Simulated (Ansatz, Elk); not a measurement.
**How far do independent atoms describe LaSc2Si2?**

The structure of LaSc2Si2 used here is made up (a known structure type with other elements) and was relaxed beforehand with r2SCAN. The aim is the Fourier transform of its all-electron density, F(hkl), set beside the sum over free spherical atoms that refinements use.

Program: Elk 11.2.3 (patched build). Level of theory: DFT, PBE, all-electron APW+lo, Dirac cores, scalar-relativistic bands, static density, no spin. Results are calculated unless marked as measured.

The structure was built from a prototype and need not be the compound's stable phase.

### 1. The structure

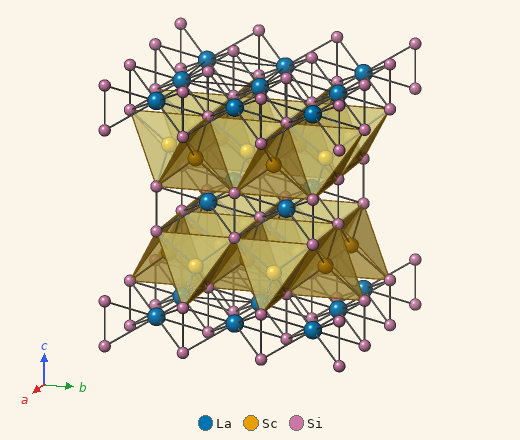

The starting structure, seen slightly off an axis (lanthanum blue, scandium orange, silicon pink). 2×2×1 cells are drawn. This picture shows the conventional cell, with its axes. Some periodic images of atoms are drawn too.

### 2. Ground state and structure factors

An all-electron density is needed, since X-rays see the cores too. Task 0 finds the density and task 195 Fourier-transforms it; tshift is off so that phases refer to the origin typed.

Input file elk.in:

```
tasks
  0
  195

xctype
  20

spinpol
  .false.

rgkmax
  7.0

gmaxvr
  14.0

lmaxo
  7

lmaxapw
  8

swidth
  0.002

tshift
  .false.

hmaxvr
  5.5

maxscl
  120

epspot
  1e-06

sppath
  './'

avec
  -4.13191431829 4.13191431829 11.24467293027
  4.13191431829 -4.13191431829 11.24467293027
  4.13191431829 4.13191431829 -11.24467293027

atoms
  3
  'La.in'
  1
  0.0000000000 0.0000000000 -0.0000000000   0.000000 0.000000 0.000000
  'Sc.in'
  2
  0.7500000000 0.2500000000 0.5000000000   0.000000 0.000000 0.000000
  0.2500000000 0.7500000000 0.5000000000   0.000000 0.000000 0.000000
  'Si.in'
  2
  0.3958882905 0.3958882905 -0.0000000000   0.000000 0.000000 0.000000
  0.6041117095 0.6041117095 -0.0000000000   0.000000 0.000000 0.000000

ngridk
  7 7 7
```

Launch:

```bash
OMP_NUM_THREADS=4 elk
```

Numbers of over 12 decimals in the logs are rounded to 6 here.

Output:

```text
┌─────────────────────────┐
│ Elk code version 11.2.3 │
└─────────────────────────┘

All units are atomic (Hartree, Bohr, etc.)

┌─────────────────────────────────────────────────┐
│ Ground-state run starting from atomic densities │
└─────────────────────────────────────────────────┘

Lattice vectors :
  -4.131914318       4.131914318       11.24467293
   4.131914318      -4.131914318       11.24467293
   4.131914318       4.131914318      -11.24467293

Reciprocal lattice vectors :
 -0.4419694709E-17  0.7603237656      0.2793849739
  0.7603237656     -0.4419694709E-17  0.2793849739
  0.7603237656      0.7603237656      0.9341402989E-18

Unit cell volume      :    767.9084268
Brillouin zone volume :   0.3230205644

Muffin-tin inner radius fraction :   0.1000000000E-01

Nuclei treated as point charges

Species : 1 (La)
 parameters loaded from : La.in
 name : lanthanum
 nuclear charge    :   -57.00000000
 electronic charge :    57.00000000
 atomic mass :    253209.2366
 muffin-tin radius :    2.800000000
 number of radial points in muffin-tin :   1393
 inner part over the whole radius :   0.9924947902E-02
 number on inner part of muffin-tin    :    996
 approximate nuclear radius :   0.9226798129E-04
 number of mesh points to nuclear radius :    505
 atomic positions (lattice), magnetic fields (Cartesian) :
  1 :   0.00000000  0.00000000  0.00000000    0.00000000  0.00000000  0.00000000

Species : 2 (Sc)
 parameters loaded from : Sc.in
 name : scandium
 nuclear charge    :   -21.00000000
 electronic charge :    21.00000000
 atomic mass :    81949.61073
 muffin-tin radius :    2.400000000
 number of radial points in muffin-tin :    993
 inner part over the whole radius :   0.9898716403E-02
 number on inner part of muffin-tin    :    698
 approximate nuclear radius :   0.6711386133E-04
 number of mesh points to nuclear radius :    323
 atomic positions (lattice), magnetic fields (Cartesian) :
  1 :  -0.25000000  0.25000000  0.50000000    0.00000000  0.00000000  0.00000000
  2 :   0.25000000 -0.25000000  0.50000000    0.00000000  0.00000000  0.00000000

Species : 3 (Si)
 parameters loaded from : Si.in
 name : silicon
 nuclear charge    :   -14.00000000
 electronic charge :    14.00000000
 atomic mass :    51196.73458
 muffin-tin radius :    2.200000000
 number of radial points in muffin-tin :    793
 inner part over the whole radius :   0.9899632250E-02
 number on inner part of muffin-tin    :    553
 approximate nuclear radius :   0.5963282101E-04
 number of mesh points to nuclear radius :    246
 atomic positions (lattice), magnetic fields (Cartesian) :
  1 :   0.39588829  0.39588829  0.00000000    0.00000000  0.00000000  0.00000000
  2 :  -0.39588829 -0.39588829  0.00000000    0.00000000  0.00000000  0.00000000

Total number of atoms per unit cell :    5
Total muffin-tin volume :    296.9684704
 ratio of muffin-tin to unit cell volume :   0.3867238071

Spin treatment :
 spin-unpolarised

Number of Bravais lattice symmetries :   16
Number of crystal symmetries         :   16
Crystal has inversion symmetry
Real symmetric eigensolver will be used

k-point grid :      7     7     7
k-point offset :    0.000000000       0.000000000       0.000000000
k-point set is reduced with full crystal symmetry group
Total number of k-points :       40

Muffin-tin radius times maximum |G+k| :    7.000000000
 using average radius
Maximum |G+k| for APW functions       :    2.916666667
Maximum (1/2)|G+k|²                   :    4.253472222
Maximum |G| for potential and density :    14.00000000
Constant for pseudocharge density :   10
 order of it for each species :   17  17  17
 order of it for pair densities of each species (exact exchange by exxq0 0: 18) :   13  10   7
Radial integration step length :    1

G-vector grid sizes :     60    60    60
Number of G-vectors :    35611

Maximum angular momentum used for
 APW functions            :    8
 outer part of muffin-tin :    7
 inner part of muffin-tin :    2

Total nuclear charge    :   -127.0000000
[...]
electron entropic           :    -0.14584584238413E-02
 total energy                :     -10608.151078554

Density of states at Fermi energy :    115.4306517
 (states/Hartree/unit cell)

Estimated indirect band gap :   0.3387683935E-03
 from k-point 23 to k-point 13
Estimated direct band gap   :   0.4246737320E-02
 at k-point 39

Charges :
 core                        :    86.00000000
 valence                     :    41.00000000
 interstitial                :    9.865139571
 muffin-tins (core leakage)
  species : 1 (La)
   atom 1                    :    54.37922741     (  0.2233750456E-03)
  species : 2 (Sc)
[...]
species : 3 (Si)
[...]
total in muffin-tins        :    117.1348604
 total calculated charge     :    126.9969111
 total charge                :    127.0000000
 error                       :   0.3088929535E-02

RMS change in Kohn-Sham potential (target) :   0.3609695198     (  0.1000000000E-05)
Absolute change in total energy (target)   :   0.7089488623     (  0.1000000000E-03)

[... loops 3 to 13 left out ...]

┌──────────────────┐
│ Loop number : 14 │
└──────────────────┘

Energies :
 Fermi                       :     0.268355
 sum of occupied eigenvalues :     -6451.5879514242
 electron kinetic            :      11217.061227101
 core electron kinetic       :      11040.355622551
 Coulomb                     :     -21499.256905090
 Coulomb potential           :     -17246.814249207
 nuclear-nuclear             :     -1051.8779777559
 electron-nuclear            :     -23667.902055616
 Hartree                     :      3220.5231282814
 Madelung                    :     -12875.849780487
 xc potential                :     -421.83492931800
 exchange                    :     -318.08572886723
 correlation                 :     -6.030683
 electron entropic           :    -0.16149779958185E-02
 total energy                :     -10606.313704491

Density of states at Fermi energy :    125.8545802
 (states/Hartree/unit cell)

Estimated indirect band gap :   0.5283683832E-03
 from k-point 36 to k-point 30
Estimated direct band gap   :   0.2841575487E-02
 at k-point 2

Charges :
 core                        :    86.00000000
 valence                     :    41.00000000
 interstitial                :    9.737948547
 muffin-tins (core leakage)
  species : 1 (La)
[...]
species : 2 (Sc)
[...]
species : 3 (Si)
[...]
total in muffin-tins        :    117.2620515
 total calculated charge     :    126.9969965
 total charge                :    127.0000000
 error                       :   0.3003509124E-02

RMS change in Kohn-Sham potential (target) :   0.8651274388E-06 (  0.1000000000E-05)
Absolute change in total energy (target)   :   0.8077752864E-04 (  0.1000000000E-03)

Convergence targets achieved

┌──────────────────┐
│ Loop number : 15 │
└──────────────────┘

Energies :
 Fermi                       :     0.268355
 sum of occupied eigenvalues :     -6451.5879450087
 electron kinetic            :      11217.061225915
 core electron kinetic       :      11040.355622758
 Coulomb                     :     -21499.256899288
 Coulomb potential           :     -17246.814241674
 nuclear-nuclear             :     -1051.8779777559
 electron-nuclear            :     -23667.902051766
 Hartree                     :      3220.5231302336
 Madelung                    :     -12875.849778451
 xc potential                :     -421.83492925038
 exchange                    :     -318.08572812867
 correlation                 :     -6.030683
 electron entropic           :    -0.16149781341173E-02
 total energy                :     -10606.313699116

Density of states at Fermi energy :    125.8546837
 (states/Hartree/unit cell)

Estimated indirect band gap :   0.5283694124E-03
 from k-point 36 to k-point 30
Estimated direct band gap   :   0.2841462720E-02
 at k-point 2

Charges :
 core                        :    86.00000000
 valence                     :    41.00000000
 interstitial                :    9.737948991
 muffin-tins (core leakage)
  species : 1 (La)
[...]
species : 2 (Sc)
[...]
atom 2                    :    19.14828290     ( -0.2163173676E-06)
  species : 3 (Si)
   atom 1                    :    12.22479430     (  0.1343931017E-02)
   atom 2                    :    12.22479430     (  0.1343931017E-02)
 total in muffin-tins        :    117.2620510
 total calculated charge     :    126.9969965
 total charge                :    127.0000000
 error                       :   0.3003508761E-02

┌──────────────────────────────┐
│ Self-consistent loop stopped │
└──────────────────────────────┘

Warning : core states of species 1 leak from the muffin-tin :   0.2163513388E-03

Warning : core states of species 3 leak from the muffin-tin :   0.1343931017E-02

Wrote STATE.OUT
```

Wall time 41 s (4 threads of Arm Neoverse V1, shared host); peak memory 0.23 GiB; 1.7 min of CPU time.

SFACRHO.OUT:

```text

h k l indices transformed by vhmat matrix:
   1.000000000       0.000000000       0.000000000    
   0.000000000       1.000000000       0.000000000    
   0.000000000       0.000000000       1.000000000    

      h      k      l  multipl.   |H|            Re(F)            Im(F)           |F|

      0      0      0      1   0.0000000       127.00000      0.13684037E-16   127.00000    
     -1     -1      1      2  0.55876995       21.676010      0.15985305E-13   21.676010    
      0     -1      1      8  0.81002975       32.012260      0.73265983E-14   32.012260    
      0      0     -1      4   1.0752602       36.529963     -0.36199601E-14   36.529963    
     -2     -2      2      2   1.1175399       61.006385     -0.66605439E-14   61.006385    
     -2     -1      2      8   1.1316342       55.176865     -0.79926527E-14   55.176865    
      0      2     -1      8   1.2117790       82.701610      0.11988979E-13   82.701610    
      1     -1      1      4   1.5206475       90.066089     -0.32330302E-14   90.066089    
      3      1     -2      8   1.5508320     -0.78605311     -0.33968774E-13  0.78605311    
      3      2     -3      8   1.5904375       60.455815      0.15485765E-13   60.455815    
      0      2      0      8   1.6200595       19.313475     -0.79926527E-14   19.313475    
     -3     -3      3      2   1.6763098       2.4243123      0.30638502E-13   2.4243123    
     -1      2     -1     16   1.7229385       27.906076     -0.13321088E-14   27.906076    
     -3     -1      1      8   1.8871312       51.484461      0.12655033E-13   51.484461    
     -3      0      1     16   1.8955118       46.339577     -0.26642176E-14   46.339577    
     -4     -2      3      8   1.9915319       52.620364      0.11988979E-13   52.620364    
      4      3     -3      8   2.0982932       40.448635      0.39963263E-14   40.448635    
     -2      2      0      4   2.1505204       77.596957     -0.17663174E-15   77.596957
```

Elk indexes on the primitive cell of elk.in and gives |H| = 4π sin θ/λ in inverse bohr. Below, one row stands for each form hkl of the conventional cell (m members, Friedel mates merged), F is for one primitive cell and the density is static (no thermal factor). Free-atom factors are Waasmaier and Kirfel's, and R is Σm||F|−|F'||/Σm|F|.

| hkl | m | sin θ/λ (Å⁻¹) | abs F, DFT | neutral atoms | diff. |
| --- | --- | --- | --- | --- | --- |
| 002 | 2 | 0.084 | 21.676 | 21.752 | -0.076 |
| 101 | 8 | 0.122 | 32.012 | 32.168 | -0.156 |
| 110 | 4 | 0.162 | 36.530 | 36.154 | +0.377 |
| 004 | 2 | 0.168 | 61.006 | 61.598 | -0.592 |
| 103 | 8 | 0.170 | 55.177 | 55.035 | +0.141 |
| 112 | 8 | 0.182 | 82.702 | 82.901 | -0.200 |
| 200 | 4 | 0.229 | 90.066 | 90.376 | -0.310 |
| 114 | 8 | 0.233 | 0.786 | 1.048 | -0.262 |
| 105 | 8 | 0.239 | 60.456 | 60.611 | -0.155 |
| 202 | 8 | 0.244 | 19.314 | 19.289 | +0.024 |
| 006 | 2 | 0.252 | 2.424 | 2.076 | +0.349 |
| 211 | 16 | 0.259 | 27.906 | 27.654 | +0.252 |
| 204 | 8 | 0.284 | 51.484 | 51.184 | +0.301 |
| 213 | 16 | 0.285 | 46.340 | 46.429 | -0.089 |

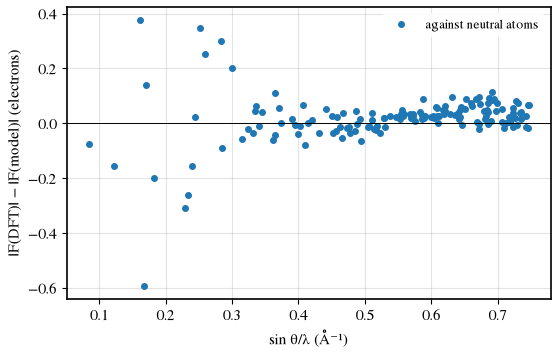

Difference between the calculated structure factors and the independent-atom ones.

### 3. Results

- R against neutral atoms, sin θ/λ < 0.3 Å⁻¹: 0.46 %
- R against neutral atoms, 0.3 to 0.75 Å⁻¹: 0.13 %

**Reading.** Independent neutral atoms miss the calculated amplitudes by R = 0.46 % below 0.3 Å⁻¹ and 0.13 % from there to 0.75 Å⁻¹; by shells, 0.47 % below 0.15 Å⁻¹ (2 forms), 0.46 % 0.15 to 0.3 (13 forms), 0.11 % 0.3 to 0.45 (22 forms), 0.13 % above 0.45 (112 forms). Bonding, aspherical density and the tables' own atoms all enter these figures, and the runs don't part them. The largest change of an amplitude is -0.59 electrons, at 004. Weak lines can change much in proportion: 114 goes from 1.05 to 0.79. The basis has no finished test. The k-mesh has no finished test. Part of the difference isn't bonding: the tables are fits to free atoms and ions calculated by other methods than this functional. Thermal motion, anomalous dispersion and extinction are left out.

[Logs are printed without paths, hosts, clocks, repeated set-up lines and the standing remarks that a program may print on its own settings, such as how far it seeks lower states.]

[Hosts, paths, dates, database ids (printed as entryN), source tags and the programs' standing remarks are cut or masked in the printed files.]
